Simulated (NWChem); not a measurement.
# the pair GeH4S···BH2Cl: a chain of runs

We compute the energy (singlet BGeH6SCl, TPSS-D3(0)/pcseg-1), then a single-point energy (singlet GeH4S, TPSS-D3(0)/pcseg-1), then the energy (singlet BH2Cl, TPSS-D3(0)/pcseg-1), then the energy (singlet GeH4S, TPSS-D3(0)/pcseg-1), then the energy (singlet BH2Cl, TPSS-D3(0)/pcseg-1) of BClGeH6S and its partners. 

Program for the calculation: NWChem 7.3.0.

## 1. The structure to begin with

BGeH6SCl has 10 atoms, charge 0, and is taken as a singlet. The two molecules were placed rigidly side by side, at 1 times their contact distance; the pair isn't optimised.

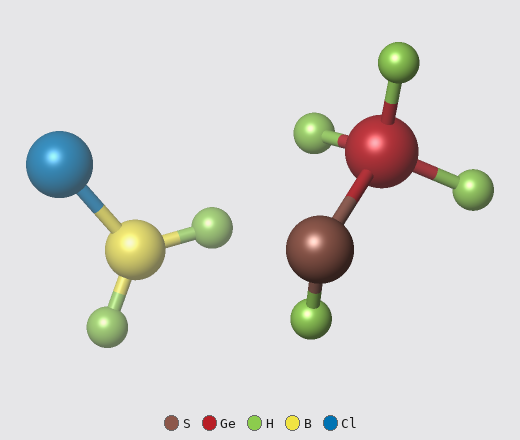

Viewed from a chosen angle; sulfur brown, germanium red, hydrogen green, boron yellow, chlorine blue.

## 2. A single-point energy at TPSS-D3(0)/pcseg-1 (run 1)

File bclgeh6s.nw:

```
start bclgeh6s
title "BClGeH6S"
memory stack 880 mb heap 220 mb global 1100 mb

geometry units angstrom noautosym nocenter noautoz
 S     0.836350   -1.106750    1.019900
 Ge   -0.187050    0.512150   -0.110900
 H     0.567450   -2.058550    0.111500
 H    -1.674650    0.176950   -0.298200
 H     0.478550    0.713050   -1.481000
 H    -0.020650    1.763150    0.758700
 B    -3.279530   -2.656960   -0.099350
 Cl   -4.094560   -2.162570    1.348080
 H    -3.110830   -3.821470   -0.278360
 H    -2.920580   -1.812700   -0.857440
end

basis spherical bse
 * library pcseg-1
end

dft
 xc xtpss03 ctpss03
 disp vdw 3
 grid fine
 convergence energy 1e-08
 iterations 100
 mulliken
 print low
end

task dft energy
```

On the command line:

```
$ nwchem bclgeh6s.nw > bclgeh6s.out
```

Standard output:

```text
[...]
 d= 0,ls=0.0,diis     1  -2963.5726638843 -3.32D+03  1.17D-02  4.51D-01     4.0
[...]
 d= 0,ls=0.0,diis    10  -2963.6402754443 -4.29D-09  2.74D-07  6.31D-10    29.9
         Total DFT energy =    -2963.640275444313
      One electron energy =    -4818.270219619835
           Coulomb energy =     1641.855516944473
    Exchange-Corr. energy =     -139.265909592129
 Nuclear repulsion energy =      352.044973853316
    Dispersion correction =       -0.004637030138
[...]
      Total Density - Mulliken Population Analysis
     ---------------------------------------------
    Atom       Charge   Shell Charges
 -----------   ------   -------------------------------------------------------
    1 S   16    16.21   2.00  1.99  1.21  0.67  5.98  3.27  1.05  0.05
    2 Ge  32    31.99   2.00  2.00  2.00  1.01  0.37  6.00  5.98  1.37  1.07  9.98  0.23
    3 H    1     0.87   0.73  0.12  0.02
    4 H    1     0.98   0.75  0.22  0.01
    5 H    1     0.98   0.75  0.21  0.01
    6 H    1     0.97   0.75  0.20  0.01
    7 B    5     4.88   2.00  0.71  0.37  1.47  0.30  0.04
    8 Cl  17    17.17   2.00  1.99  1.25  0.72  5.99  3.86  1.34  0.03
    9 H    1     0.97   0.79  0.17  0.01
   10 H    1     0.99   0.79  0.18  0.01
[...]
```

It took 31 s on 1 thread of AMD EPYC 9R14 (Zen 4), shared host; peak memory 0.13 GiB.

## 3. GeH4S: a single-point energy at TPSS-D3(0)/pcseg-1 (run 2)

File geh4s.nw:

```
start geh4s
title "GeH4S"
memory 2200 mb
geometry units atomic noautosym nocenter noautoz
  S   1.58047244 -2.09145439  1.92733167
  Ge -0.35347327  0.96782323 -0.20957063
  H   1.07232509 -3.89009571  0.21070446
  H  -3.16462985  0.33438704 -0.56351633
  H   0.90432844  1.34746921 -2.79868439
  H  -0.03902284  3.33187062  1.43373521
end
basis spherical bse
  S library pcseg-1
  Ge library pcseg-1
  H library pcseg-1
end
dft
  xc xtpss03 ctpss03
  disp vdw 3
  grid fine
  convergence energy 1e-08
  iterations 100
  mulliken
  noprint "final vectors analysis"
end
task dft energy
```

On the command line:

```
$ nwchem geh4s.nw > geh4s.out
```

Standard output:

```text
[...]
          Wavefunction type:  closed shell.
          No. of atoms     :     6
          No. of electrons :    52
[...]
          Charge           :     0
          Spin multiplicity:     1
[...]
          AO basis - number of functions:    65
[...]
              XC Information
              --------------
                  TPSS metaGGA Exchange Functional  1.000
             TPSS03 metaGGA Correlation Functional  1.000
[...]
 d= 0,ls=0.0,diis     1  -2477.3267911281 -2.65D+03  1.40D-02  2.53D-01     2.0
[...]
 d= 0,ls=0.0,diis     8  -2477.3643065758 -1.41D-09  3.10D-06  2.50D-08    10.8
         Total DFT energy =    -2477.364306575806
      One electron energy =    -3799.168398311756
           Coulomb energy =     1251.131926241148
    Exchange-Corr. energy =     -106.189855161360
 Nuclear repulsion energy =      176.863776597601
    Dispersion correction =       -0.001755941439
[...]
      Total Density - Mulliken Population Analysis
     ---------------------------------------------
    Atom       Charge   Shell Charges
 -----------   ------   -------------------------------------------------------
    1 S   16    16.22   2.00  1.99  1.21  0.67  5.98  3.27  1.05  0.05
    2 Ge  32    31.99   2.00  2.00  2.00  1.01  0.37  6.00  5.98  1.37  1.07  9.98  0.23
    3 H    1     0.87   0.73  0.12  0.02
    4 H    1     0.98   0.75  0.22  0.01
    5 H    1     0.98   0.75  0.22  0.01
    6 H    1     0.97   0.75  0.21  0.01
[...]
```

It took 11 s on 1 thread of AMD EPYC 9R14 (Zen 4), shared host; peak memory 0.12 GiB.

## 4. BH2Cl: the energy at TPSS-D3(0)/pcseg-1 (run 3)

File work.nw:

```
start work
title "BClH2 energy"
memory 2200 mb

geometry units angstroms noautosym nocenter noautoz
  B     -3.279530    -2.656960    -0.099350
  Cl    -4.094560    -2.162570     1.348080
  H     -3.110830    -3.821470    -0.278360
  H     -2.920580    -1.812700    -0.857440
end

basis spherical bse
  * library pcseg-1
end

dft
  xc xtpss03 ctpss03
  disp vdw 3
  grid fine
  convergence energy 1e-08
  maxiter 100
  mulliken
  noprint "final vectors analysis"
end

task dft energy
```

On the command line:

```
$ nwchem work.nw > work.out
```

Standard output:

```text
[...]
          Wavefunction type:  closed shell.
          No. of atoms     :     4
          No. of electrons :    24
[...]
          Charge           :     0
          Spin multiplicity:     1
[...]
          AO basis - number of functions:    42
[...]
              XC Information
              --------------
                  TPSS metaGGA Exchange Functional  1.000
             TPSS03 metaGGA Correlation Functional  1.000
[...]
 d= 0,ls=0.0,diis     1   -486.2451445108 -5.24D+02  1.91D-02  1.93D-01     0.5
[...]
 d= 0,ls=0.0,diis     8   -486.2743759382  1.38D-09  4.02D-06  2.00D-08     2.5
         Total DFT energy =     -486.274375938155
      One electron energy =     -744.401361032239
           Coulomb energy =      253.418700255553
    Exchange-Corr. energy =      -33.073956743379
 Nuclear repulsion energy =       37.782955097528
    Dispersion correction =       -0.000713515618
[...]
      Total Density - Mulliken Population Analysis
     ---------------------------------------------
    Atom       Charge   Shell Charges
 -----------   ------   -------------------------------------------------------
    1 B    5     4.87   2.00  0.71  0.37  1.47  0.29  0.04
    2 Cl  17    17.17   2.00  1.99  1.25  0.71  5.99  3.86  1.34  0.03
    3 H    1     0.98   0.79  0.18  0.01
    4 H    1     0.98   0.79  0.18  0.01
[...]
```

Wall time 3.3 s (1 thread of AMD EPYC 9R14 (Zen 4), shared host); peak memory 0.12 GiB.

## 5. GeH4S among ghost functions: a single-point energy at TPSS-D3(0)/pcseg-1 (with ghost functions) (run 4)

File work.nw:

```
start work
title "GeH4S"
memory stack 880 mb heap 220 mb global 1100 mb

geometry units atomic noautosym nocenter noautoz
  S      1.58047244    -2.09145439     1.92733167
  Ge    -0.35347327     0.96782323    -0.20957063
  H      1.07232509    -3.89009571     0.21070446
  H     -3.16462985     0.33438704    -0.56351633
  H      0.90432844     1.34746921    -2.79868439
  H     -0.03902284     3.33187062     1.43373521
  bqB     -6.197414    -5.020927    -0.187744
  bqCl    -7.737597    -4.086665     2.547502
  bqH     -5.878617    -7.221532    -0.526024
  bqH     -5.519096    -3.425507    -1.620327
end

basis spherical bse
  S library pcseg-1
  Ge library pcseg-1
  H library pcseg-1
  bqB library B pcseg-1
  bqCl library Cl pcseg-1
  bqH library H pcseg-1
end

dft
  xc xtpss03 ctpss03
  mult 1
  disp vdw 3
  grid fine
  convergence energy 1e-08
  iterations 100
  mulliken
  noprint "final vectors analysis"
end

task dft
```

On the command line:

```
$ nwchem work.nw > work.out
```

Standard output:

```text
[...]
          Wavefunction type:  closed shell.
          No. of atoms     :    10
          No. of electrons :    52
[...]
          Charge           :     0
          Spin multiplicity:     1
[...]
          AO basis - number of functions:   107
[...]
              XC Information
              --------------
                  TPSS metaGGA Exchange Functional  1.000
             TPSS03 metaGGA Correlation Functional  1.000
[...]
 d= 0,ls=0.0,diis     1  -2477.3269029310 -2.65D+03  8.55D-03  2.53D-01     3.8
[...]
 d= 0,ls=0.0,diis     8  -2477.3644273052 -1.41D-09  1.89D-06  2.50D-08    23.3
         Total DFT energy =    -2477.364427305206
      One electron energy =    -3799.167625200031
           Coulomb energy =     1251.130881427409
    Exchange-Corr. energy =     -106.189704188746
 Nuclear repulsion energy =      176.863776597601
    Dispersion correction =       -0.001755941439
[...]
      Total Density - Mulliken Population Analysis
     ---------------------------------------------
    Atom       Charge   Shell Charges
 -----------   ------   -------------------------------------------------------
    1 S   16    16.22   2.00  1.99  1.21  0.67  5.98  3.27  1.05  0.05
    2 Ge  32    31.99   2.00  2.00  2.00  1.01  0.37  6.00  5.98  1.37  1.08  9.98  0.23
    3 H    1     0.87   0.73  0.12  0.02
    4 H    1     0.98   0.75  0.22  0.01
    5 H    1     0.98   0.75  0.22  0.01
    6 H    1     0.97   0.75  0.21  0.01
    7 X    0    -0.00   0.00  0.00  0.00  0.00 -0.00 -0.00
    8 X    0     0.00   0.00  0.00 -0.00  0.00 -0.00  0.00  0.00  0.00
    9 X    0    -0.00  -0.00 -0.00 -0.00
   10 X    0    -0.00   0.00 -0.00 -0.00
[...]
```

Run time: 24 s. Hardware: 1 thread of AMD EPYC 9R14 (Zen 4), shared host; peak memory 0.13 GiB.

## 6. BH2Cl among ghost functions: a single-point energy at TPSS-D3(0)/pcseg-1 (with ghost functions) (run 5)

File nw.nw:

```
START nw
TITLE "BClH2 TPSS"
memory stack 880 mb heap 220 mb global 1100 mb
GEOMETRY units atomic noautosym nocenter noautoz
B     -6.19741352    -5.02092672    -0.18774429
Cl    -7.73759700    -4.08666503     2.54750199
H     -5.87861672    -7.22153169    -0.52602416
H     -5.51909633    -3.42550655    -1.62032677
bqS      1.580472    -2.091454     1.927332
bqGe    -0.353473     0.967823    -0.209571
bqH      1.072325    -3.890096     0.210704
bqH     -3.164630     0.334387    -0.563516
bqH      0.904328     1.347469    -2.798684
bqH     -0.039023     3.331871     1.433735
END
BASIS spherical bse
B library pcseg-1
Cl library pcseg-1
H library pcseg-1
bqS library S pcseg-1
bqGe library Ge pcseg-1
bqH library H pcseg-1
END
DFT
xc xtpss03 ctpss03
disp vdw 3
grid fine
convergence energy 1e-08
iterations 100
mulliken
noprint "final vectors analysis"
END
TASK dft
```

On the command line:

```
$ nwchem nw.nw > nw.out
```

Standard output:

```text
[...]
          Wavefunction type:  closed shell.
          No. of atoms     :    10
          No. of electrons :    24
[...]
          Charge           :     0
          Spin multiplicity:     1
[...]
          AO basis - number of functions:   107
[...]
              XC Information
              --------------
                  TPSS metaGGA Exchange Functional  1.000
             TPSS03 metaGGA Correlation Functional  1.000
[...]
 d= 0,ls=0.0,diis     1   -486.2451991444 -5.24D+02  7.52D-03  1.93D-01     2.6
[...]
 d= 0,ls=0.0,diis     8   -486.2744389113  1.38D-09  1.59D-06  2.01D-08    18.2
         Total DFT energy =     -486.274438911288
      One electron energy =     -744.401004566712
           Coulomb energy =      253.418167407432
    Exchange-Corr. energy =      -33.073840692526
 Nuclear repulsion energy =       37.782952456416
    Dispersion correction =       -0.000713515898
[...]
      Total Density - Mulliken Population Analysis
     ---------------------------------------------
    Atom       Charge   Shell Charges
 -----------   ------   -------------------------------------------------------
    1 B    5     4.88   2.00  0.71  0.37  1.47  0.30  0.04
    2 Cl  17    17.17   2.00  1.99  1.25  0.72  5.99  3.86  1.34  0.03
    3 H    1     0.97   0.79  0.17  0.01
    4 H    1     0.98   0.79  0.18  0.01
    5 X    0     0.00   0.00 -0.00 -0.00  0.00 -0.00  0.00 -0.00  0.00
    6 X    0     0.00   0.00  0.00 -0.00  0.00  0.00  0.00 -0.00  0.00  0.00  0.00 -0.00
    7 X    0    -0.00   0.00 -0.00 -0.00
    8 X    0    -0.00  -0.00 -0.00 -0.00
    9 X    0    -0.00  -0.00 -0.00 -0.00
   10 X    0    -0.00  -0.00 -0.00 -0.00
[...]
```

Run time: 19 s. Hardware: 1 thread of AMD EPYC 9R14 (Zen 4), shared host; peak memory 0.13 GiB.

## 7. Summary of results

```
                                                                                                                  quantity           value
                                                                                   run 1, TPSS-D3(0)/pcseg-1: total energy  -2963.64028 Eh
                                                                              run 1, TPSS-D3(0)/pcseg-1: dispersion energy   -12.17 kJ/mol
                                                                                                       GeH4S: total energy  -2477.36431 Eh
                                                                                                      GeH4S: dipole moment          1.43 D
                                                                                                  GeH4S: dispersion energy    -4.61 kJ/mol
                                                                                                       BH2Cl: total energy   -486.27438 Eh
                                                                                                      BH2Cl: dipole moment          0.67 D
                                                                                                  BH2Cl: dispersion energy    -1.87 kJ/mol
                                                                                 GeH4S among ghost functions: total energy  -2477.36443 Eh
                                                                                GeH4S among ghost functions: dipole moment          1.43 D
                                                                            GeH4S among ghost functions: dispersion energy    -4.61 kJ/mol
                                                                                 BH2Cl among ghost functions: total energy   -486.27444 Eh
                                                                                BH2Cl among ghost functions: dipole moment          0.67 D
                                                                            BH2Cl among ghost functions: dispersion energy    -1.87 kJ/mol
              interaction energy of the rigid parts GeH4S and BH2Cl (parts in their own basis; closest atoms 2.41 Å apart)       -0.043 eV
interaction energy of the rigid parts GeH4S and BH2Cl (parts in the whole basis, counterpoise; closest atoms 2.41 Å apart)       -0.038 eV
```

What this shows: The interaction energy of the rigid parts GeH4S and BH2Cl (parts in their own basis; closest atoms 2.41 Å apart) is −0.04 eV (−4.2 kJ/mol): the parts attract. Without counterpoise this holds the superposition error of the basis. The interaction energy of the rigid parts GeH4S and BH2Cl (parts in the whole basis, counterpoise; closest atoms 2.41 Å apart) is −0.04 eV (−3.7 kJ/mol): the parts attract. The basis-set superposition error is 0.5 kJ/mol. Mulliken charges (run 1, TPSS-D3(0)/pcseg-1) run from -0.21 on S1 to +0.13 on H3. Mulliken charges (GeH4S) run from -0.22 on S1 to +0.13 on H3; they depend strongly on the basis.
